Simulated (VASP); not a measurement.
Band structure of ZrWC2 (space group R-3m). Calculation: PBEsol GGA, VASP's PBE PAW potentials (set 64) (plane waves; VASP).

Unless said otherwise, spin-orbit coupling is left out, though it shifts the bands of the heavy elements here.

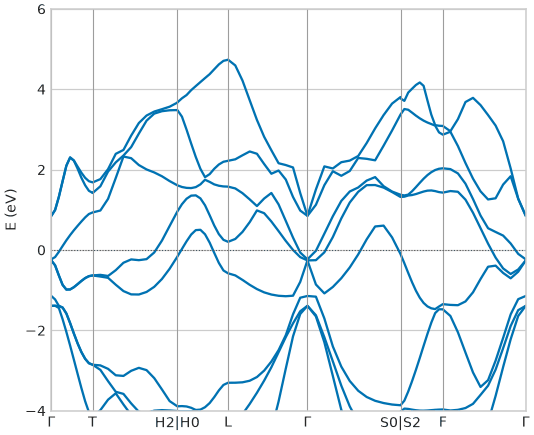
*Bands along high-symmetry lines, zero at the valence-band maximum or, without a gap, the Fermi level*

Read the plot: is there a gap, and where are the band edges?

It has no gap at this level: it comes out as a metal or semimetal. (Edges off the drawn lines would not show.)

The structure comes from a computed database's ZrWC2 entry (R-3m); how it stands against other phases isn't given here. It was relaxed first.
